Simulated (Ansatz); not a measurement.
# ZrSi4Pd: the cost of one run

Method: DFT PBE, scalar-relativistic, plane waves, PAW, in Ansatz 0.2.0.

### Step 1. The starting structure

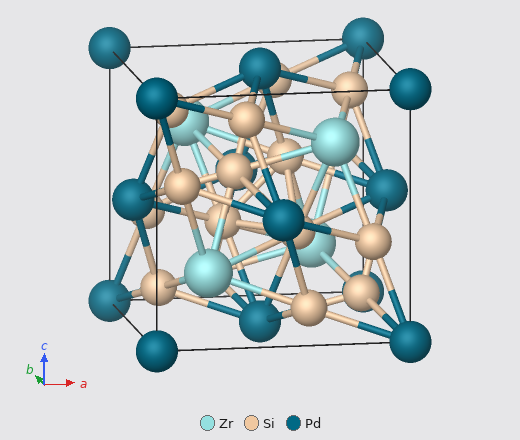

Start, viewed slightly off an axis; zirconium light teal, silicon light orange, palladium blue. Atoms on the faces are drawn again on the opposite ones. The cell drawn here is the conventional one.

Structure file:

```
Zr Si Pd
1.0
     0.00000    3.55859    3.55859
     3.55859    0.00000    3.55859
     3.55859    3.55859    0.00000
Zr Si Pd
1 4 1
Direct
  0.75000 0.75000 0.75000
  0.37674 0.37674 0.37674
  0.37674 0.37674 0.86979
  0.37674 0.86979 0.37674
  0.86979 0.37674 0.37674
  0.00000 0.00000 0.00000
```

A structure generator made this guess: random cell by space group and Wyckoff sites (F-43m, No. 216). The dimensions are guesses.

### Step 2. The guess as it stands, on a coarse mesh

Input file input.yaml:

```yaml
crystal:
  lattice:
    - [0.0, 3.55859253, 3.55859253]
    - [3.55859253, 0.0, 3.55859253]
    - [3.55859253, 3.55859253, 0.0]
  atoms:
    - { symbol: Zr, position: [0.75, 0.75, 0.75] }
    - { symbol: Si, position: [0.37673584, 0.37673584, 0.37673584] }
    - { symbol: Si, position: [0.37673584, 0.37673584, 0.86979248] }
    - { symbol: Si, position: [0.37673584, 0.86979248, 0.37673584] }
    - { symbol: Si, position: [0.86979248, 0.37673584, 0.37673584] }
    - { symbol: Pd, position: [0.0, 0.0, 0.0] }
basis:
  ecutwfc: 420
kpoints:
  mp_grid: { grid: [4, 4, 4] }
hamiltonian:
  xc: pbe
scf:
  occupations: { method: gaussian, width: 0.1 }
  lower_state_search: "off"
output:
  forces: true
  stress: true
  eigenvalues: true
```

The run is started by

```console
> ansatz run input.yaml --threads 1 --pin off --max-ram 2560MiB --backend cpu --events-out ev --progress --plain --runs-dir out
```

What time and memory should one allow on 1 thread of Intel Xeon 6975P-C (Granite Rapids), shared host?

About 1.3 s, with a peak of 0.39 GiB.
